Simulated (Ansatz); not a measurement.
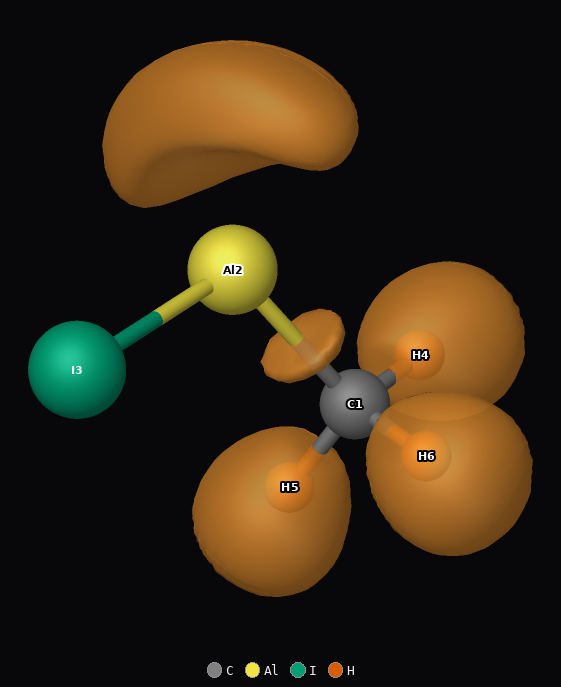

Figure. CH$_{3}$AlI (SMILES [CH3][Al][I]) (doublet). Isosurface of the electron localisation function at 0.9 (orange), seen at an oblique angle. Core shells and regions of very low density are left out.

Geometry: r2SCAN-D4/def2-SVP; core potentials replace the inner electrons of I.

Level of theory: Ansatz, isolated molecule in a Gaussian basis; Kohn-Sham density functional theory, functional PBE0.

```xyz
6

C    -0.6097   -0.9210    0.2532
Al   -0.1464    0.6059   -0.8983
I     2.2750    1.2865   -0.9505
H    -1.6828   -1.1667    0.2483
H    -0.3037   -0.7035    1.2916
H    -0.0449   -1.8112   -0.0753
```

**Where are the electrons localised?**

The ELF exceeds this value in one region between bonded Al–C atoms (shared pairs), three regions around hydrogen nuclei and one lobe on Al, pointing away from the bonds (non-bonding electrons).

Values along the shortest contacts:
C–Al (1.97 Å): the ELF peaks at about 0.95 between the atoms; a shared but strongly polarised pair. Al–I (2.52 Å): the ELF peaks at about 0.80 in the valence shell of I, 1.3 Å from its nucleus, and is about 0.80 at the midpoint.
